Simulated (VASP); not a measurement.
Band structure of TlF (sg57). Level of theory: PBEsol GGA, VASP's PBE PAW potentials (set 64) (plane waves; VASP).

Unless said otherwise, spin-orbit coupling is left out, though it shifts the bands of the heavy elements here.

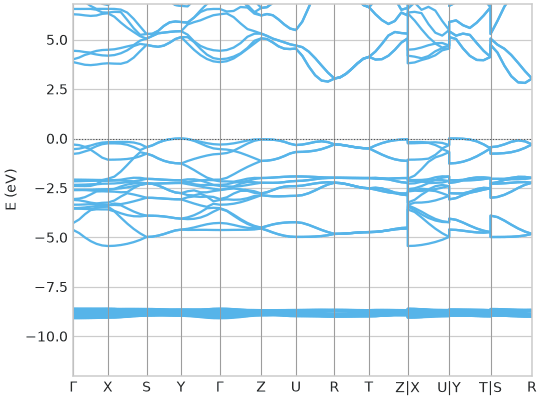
Fig. 1. Bands along high-symmetry lines, zero at the valence-band maximum or, without a gap, the Fermi level

Task: Read the plot: is there a gap, and where are the band edges?

Result: The gap is indirect, 2.81 eV, from the valence maximum at Y to the conduction minimum at S-R at 0.83. (Edges off the drawn lines would not show.)

The compound is TlF in the sg57 structure. It was relaxed first.
